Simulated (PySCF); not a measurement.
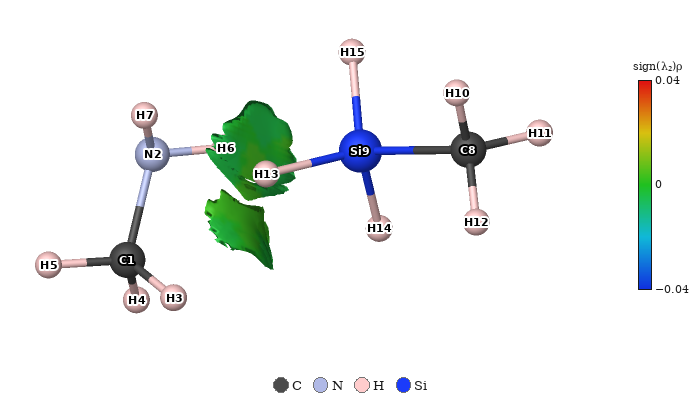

C$_{2}$H$_{11}$NSi, SMILES `CN.C[SiH3]`. Non-covalent interaction surfaces between the fragments (reduced density gradient s = 0.4, coloured by sign(λ₂)ρ in a.u.; trimmed to the region between the fragments where ρ is under 0.06 a.u.). Fragment A: H5CN (atoms 1–7); fragment B: SiH6C.

Computed with PySCF, HF/6-311+G**, geometry: GFN2-xTB.

Coordinates in Å:

```
C1      -2.8103    0.6678   -0.0013
N2      -2.4332   -0.7350    0.0039
H3      -1.9611    1.3639   -0.0423
H4      -3.3837    0.8756    0.9015
H5      -3.4497    0.8515   -0.8641
H6      -1.8397   -0.9332    0.8024
H7      -1.8965   -0.9550   -0.8284
C8       3.0153    0.2150   -0.0043
Si9      1.1516   -0.1149    0.0029
H10      3.4960   -0.2584   -0.8560
H11      3.4865   -0.1709    0.8954
H12      3.2283    1.2793   -0.0563
H13      0.5533    0.4234   -1.2228
H14      0.5435    0.5385    1.1663
H15      0.9030   -1.5580    0.0701
```

Question: Interpret the surfaces between the fragments.

Answer: Bond critical points between the fragments: H3···H14, H···H contact, 2.90 Å, ρ = 0.003 a.u.; N2···Si9, 3.64 Å, ρ = 0.004 a.u., a bond path close to vanishing (ellipticity 2.2). All are weak and appear green (van der Waals range). Several contacts close a ring, whose ring point adds a part with positive λ₂ between them. The pose is a local one from a semi-empirical search, not shown to be the most stable.

Question: How strongly are they bound?

Answer: The counterpoise-corrected interaction energy of the frozen fragments is +1.1 kcal/mol without dispersion correction and −1.8 kcal/mol with D3(BJ). The pair geometry is semi-empirical, not a minimum at this level.
